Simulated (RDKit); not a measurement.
## Property calculation, with input and output: C2H7OSi

C2H7OSi, multiplicity 2, computed with EHT (RDKit 2026.09.1).

The geometry comes from this level: GFN2-xTB.

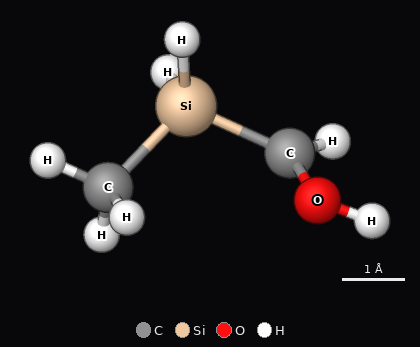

The input geometry (ball-and-stick view, seen at a tilt). Bond lengths as drawn: C–H 1.08 to 1.09 Å, C–O 1.36 Å, C–Si 1.85 to 1.90 Å, H–O 0.96 Å and H–Si 1.47 to 1.48 Å.

Input file (ff.py):
```python
import json
import numpy as np
from rdkit import Chem
from rdkit.Chem import AllChem
from rdkit.Chem import rdDetermineBonds
from rdkit.Chem import rdEHTTools

mol = Chem.MolFromXYZFile("mol.xyz")
symbols = [a.GetSymbol() for a in mol.GetAtoms()]
start = mol.GetConformer().GetPositions().copy()

ok, res = rdEHTTools.RunMol(mol, keepOverlapAndHamiltonianMatrices=True)
if not ok:
    raise RuntimeError("the extended Hueckel run failed")
eps = np.array(res.GetOrbitalEnergies())
nel = res.numElectrons
homo = (nel + 1) // 2 - 1
print(f"{res.numOrbitals} orbitals, {nel} valence electrons, sum of one-electron energies {res.totalEnergy:.4f} eV")
for i in range(max(0, homo - 5), min(len(eps), homo + 4)):
    print(f"{i + 1:4d} {eps[i]:10.4f} eV", "(HOMO)" if i == homo else "(LUMO)" if i == homo + 1 else "")
q = np.array(res.GetAtomicCharges())
print("Mulliken charges:", " ".join(f"{a}{i + 1}={c:+.3f}" for i, (a, c) in enumerate(zip(symbols, q))))
op = res.GetReducedOverlapPopulationMatrix()
pairs = [(k, i, op[i * (i + 1) // 2 + k]) for i in range(len(symbols)) for k in range(i) if abs(op[i * (i + 1) // 2 + k]) > 0.1]
print("reduced overlap populations above 0.1")
for k, i, p in pairs:
    print(f"  {symbols[k]}{k + 1}-{symbols[i]}{i + 1} {p:7.3f}")
json.dump(dict(symbols=symbols, start=start.tolist(), energy=res.totalEnergy * 23.060548, homo=eps[homo], lumo=eps[homo + 1] if homo + 1 < len(eps) else None, orbital_energies=eps.round(4).tolist(), charges_mulliken=q.tolist(), bond_orders=[[k + 1, i + 1, round(p, 4)] for k, i, p in pairs], nel=nel), open("results.json", "w"))
```

File mol.xyz:
```
11

C     -1.265450     0.939960     0.448970
Si     0.235610    -0.148380     0.870010
C      1.142000    -0.587730    -0.684220
O      0.441900    -1.076940    -1.747690
H     -1.898870     0.450850    -0.285290
H     -1.869980     1.136290     1.329860
H     -0.962620     1.898160     0.035610
H     -0.265370    -1.334580     1.589680
H      1.200820     0.561650     1.717780
H      2.217380    -0.565150    -0.785730
H      1.024570    -1.274130    -2.488990
```

Run on 1 thread of AMD EPYC (Zen 4), 16 GiB of memory available, shared host.

Run as:
```bash
python ff.py
```

The program's output:
```
!!! Warning !!! Distance between atoms 11 and 4 (0.963283 A) is suspicious.
23 orbitals, 25 valence electrons, sum of one-electron energies -452.7897 eV
   8   -15.2384 eV
   9   -15.0370 eV
  10   -14.7193 eV
  11   -13.6938 eV
  12   -13.1567 eV
  13   -10.4136 eV (HOMO)
  14    -0.0478 eV (LUMO)
  15     3.7070 eV
  16     4.0146 eV
Mulliken charges: C1=-0.422 Si2=+1.075 C3=-0.088 O4=-0.676 H5=+0.040 H6=+0.039 H7=+0.039 H8=-0.229 H9=-0.237 H10=+0.045 H11=+0.414
reduced overlap populations above 0.1
  C1-Si2   0.665
  Si2-C3   0.779
  C3-O4   0.623
  C1-H5   0.788
  C1-H6   0.789
  C1-H7   0.788
  Si2-H8   0.728
  Si2-H9   0.742
  C3-H10   0.800
  O4-H11   0.620
```

Results in brief:

- outcome: converged
- total energy: −16.639712 hartree
- peak memory: 0.073 GiB
